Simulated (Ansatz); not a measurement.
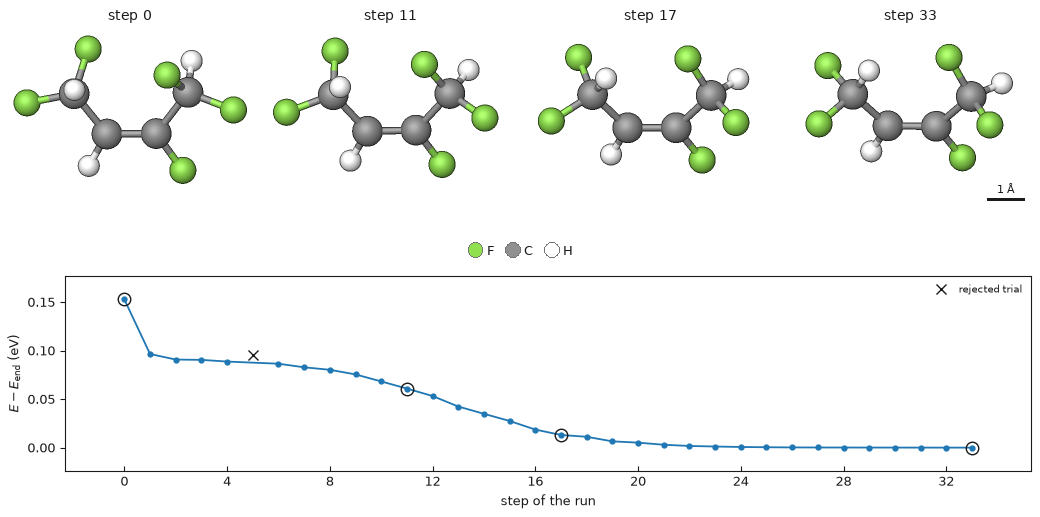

Frames of a relaxation of C₄H₃F₅, marked on the history of the run. Style: ball-and-stick. Shown at a tilt.

The start comes from PBE-D4/def2-SVP.

Method: Ansatz, RKS PBE0-D4/def2-TZVP. Set-up: force threshold 0.005 eV/Å; at most 150 steps.

Question: Describe the path.

Answer: The largest moves after the best rigid fit, 1.24 Å, are those of F atoms. By element the largest moves are F 1.24 Å, H 1.05 Å, C 0.30 Å. Near-neighbour distances that change, for instance: C–H 1.113 → 1.088 Å, C–C 1.525 → 1.502 Å, C–C 1.343 → 1.320 Å, C–F 1.369 → 1.349 Å. Bond angles that change, for instance: C–C–C 126.3° → 132.0°, F–C–C 112.7° → 108.5°, C–C–F 109.2° → 112.2°. Groups turn about C–C by about 65°, C–C by about 55°. Over 32 accepted moves (33 points after the start) the energy falls by 0.153 eV. The largest force component goes from 0.74 to 0.0034 eV/Å. The line search rejected the trial step at point 5 of the run. The run took about 60 s of wall time on a shared GPU. From step 0 to 11: an F atom moves most (0.54 Å), energy −0.092 eV. From step 11 to 17: F atoms move most (0.50 Å), energy −0.048 eV. From step 17 to 33: F atoms move most (0.37 Å), energy −0.013 eV.

| step | E − E(0), eV | largest force component, eV/Å | note |
| --- | --- | --- | --- |
| 0 | 0.0000 | 0.7351 |  |
| 1 | -0.0562 | 0.2401 |  |
| 2 | -0.0619 | 0.0411 |  |
| 3 | -0.0622 | 0.0122 |  |
| 4 | -0.0640 | 0.1074 |  |
| 5 | -0.0568 | 0.5165 | rejected |
| 6 | -0.0662 | 0.0931 |  |
| 7 | -0.0699 | 0.2088 |  |
| 8 | -0.0725 | 0.2800 |  |
| 9 | -0.0772 | 0.3478 |  |
| 10 | -0.0845 | 0.3303 |  |
| 11 | -0.0918 | 0.4035 |  |
| 12 | -0.0995 | 0.3815 |  |
| 14 | -0.1178 | 0.3063 |  |
| 15 | -0.1252 | 0.2307 |  |
| 16 | -0.1341 | 0.1209 |  |
| 17 | -0.1396 | 0.1312 |  |
| 18 | -0.1415 | 0.4326 |  |
| 20 | -0.1475 | 0.1328 |  |
| 21 | -0.1497 | 0.1430 |  |
| 22 | -0.1510 | 0.0737 |  |
| 23 | -0.1515 | 0.0626 |  |
| 25 | -0.1523 | 0.0522 |  |
| 26 | -0.1525 | 0.0357 |  |
| 27 | -0.1525 | 0.0158 |  |
| 28 | -0.1526 | 0.0213 |  |
| 29 | -0.1526 | 0.0126 |  |
| 31 | -0.1527 | 0.0110 |  |
| 32 | -0.1527 | 0.0075 |  |
| 33 | -0.1527 | 0.0034 |  |
